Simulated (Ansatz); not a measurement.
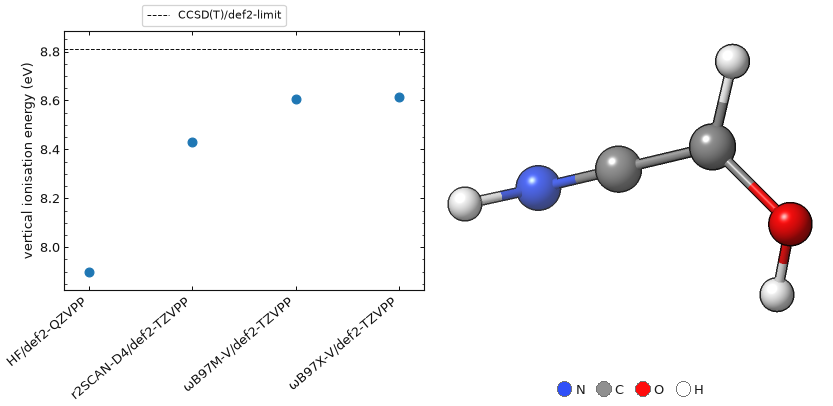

Vertical ionisation energy of C₂H₃NO, SMILES N=C=CO, taken as the energy of the cation less that of the neutral at fixed geometry (unrestricted doublet cation, cores frozen in correlated methods, no spin-orbit coupling), the Ansatz code, at a PBE0-D4/def2-TZVP geometry (a minimum by its frequencies). Limit means an estimate of the basis limit from triple and quadruple zeta; for coupled cluster it is either extrapolated directly or built as the MP2 limit plus the step from MP2 in triple zeta.

What range do the values span, the line included?

Answer. From 7.90 eV (HF/def2-QZVPP) to 8.81 eV (CCSD(T)/def2-limit).

Give the values.

Answer.
| level | eV | less CCSD(T)/def2-limit |
| --- | --- | --- |
| HF/def2-QZVPP | 7.90 | −0.91 |
| r2SCAN-D4/def2-TZVPP | 8.43 | −0.38 |
| ωB97M-V/def2-TZVPP | 8.61 | −0.20 |
| ωB97X-V/def2-TZVPP | 8.61 | −0.20 |
| CCSD(T)/def2-limit | 8.81 | 0.00 |
